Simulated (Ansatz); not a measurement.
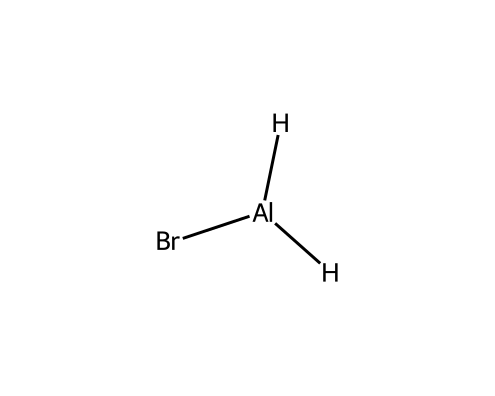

Skeletal drawing of a molecule.

**Write the SMILES.**

[AlH2][Br]

**What is the molecular formula?**

AlBrH2.

**An optimisation with PBE0-D4/def2-TZVP gave a structure of which point group?**

C2v.

More results for the same structure follow; atom numbers are the same in all pictures, views and colours differ. The geometry was computed by an optimisation with PBE0-D4/def2-TZVP.

## Dipole moment

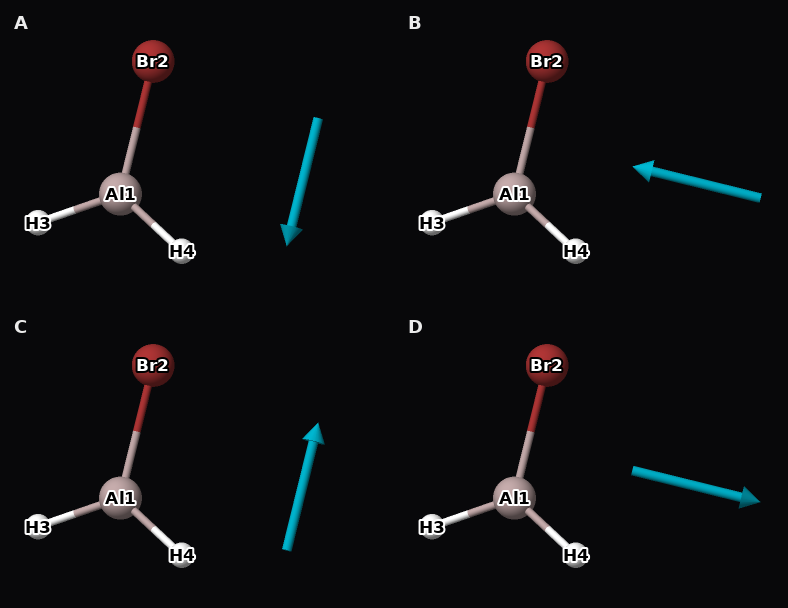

The same molecule four times, each with an arrow. Method: RKS B3LYP-D4/def2-TZVPP (Ansatz 0.2.0).

**Which arrow points along the dipole moment, from the negative to the positive end?**

A. The dipole moment is 1.19 D; it points from the side of Br2 to the side of H3, H4 (the outermost atoms at the two ends).

## Charges

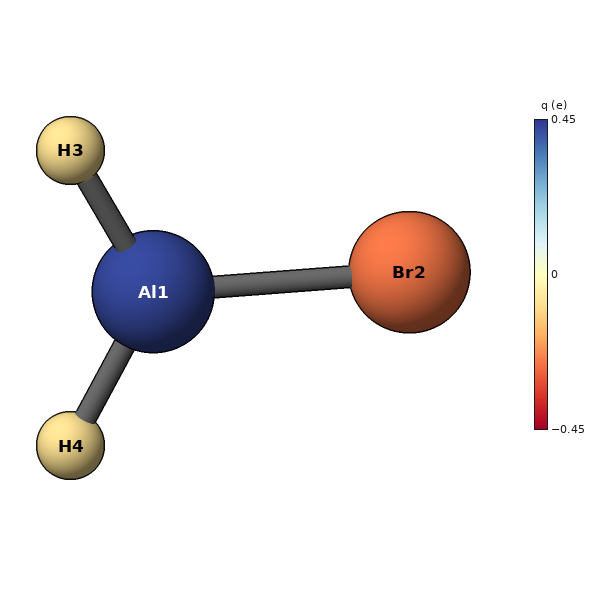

Atoms are coloured by their Mulliken charges. Properties computed with RKS PBE0-D4/def2-TZVP (Ansatz 0.2.0).

Give the Mulliken charges atom by atom.

| atom | value (e) |
| --- | --- |
| Al1 | 0.42 |
| Br2 | −0.26 |
| H3 | −0.08 |
| H4 | −0.08 |

## Thermal motion

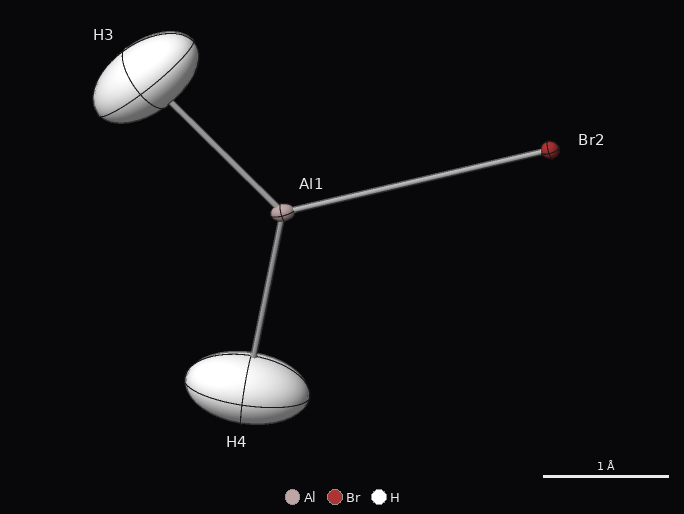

Displacement ellipsoids at the 50 % level, enlarged 2 times, from the internal vibrations of the free molecule (harmonic, no overall translation or rotation; no half-axis is drawn under 0.075 Å). Vibrations computed with RKS PBE0-D4/def2-TZVP (Ansatz 0.2.0). Temperature: 0 K (zero-point motion alone).

**Which atom has the largest mean-square displacement?**

H3, H4, with U_eq = 0.0159 Å².

**Does H4 move more along its bond or across it?**

Across it: the root-mean-square amplitude is 0.092 Å along the bond and up to 0.163 Å across, since bending and torsion are softer than stretching.

List U_eq and the three principal root-mean-square amplitudes for each kind of atom.

```json
{"atom": "Al1", "U_eq (Å²)": "0.00044", "rms amplitudes (Å)": "0.011, 0.011, 0.033"}
{"atom": "Br2", "U_eq (Å²)": "0.00005", "rms amplitudes (Å)": "0.001, 0.002, 0.012"}
{"atom": "H3, H4", "U_eq (Å²)": "0.0159", "rms amplitudes (Å)": "0.092, 0.112, 0.163"}
```

Mulliken values depend strongly on the basis set and can even reverse the polarity of a bond.
